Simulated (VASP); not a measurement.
Band structure of Sn$_{2}$Ge$_{6}$ (ordered alloy cell). Level of theory: PBEsol GGA, VASP's PBE PAW potentials (set 64) (plane waves; VASP).

Unless said otherwise, spin-orbit coupling is left out, though it shifts the bands of the heavy elements here.

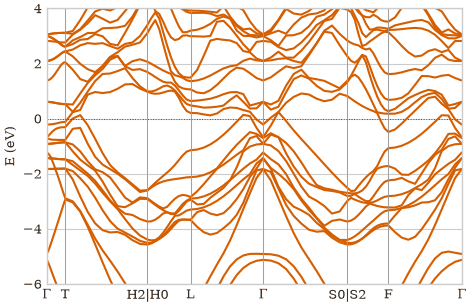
*Bands along high-symmetry lines, zero at the valence-band maximum or, without a gap, the Fermi level*

### Question
Read the plot: is there a gap, and where are the band edges?

### Answer
It has no gap at this level: it comes out as a metal or semimetal. (Edges off the drawn lines would not show.)

The structure was generated: Sn2Ge6 was put into an ordered model structure (R-3m), which need not be its known phase. It was relaxed first.
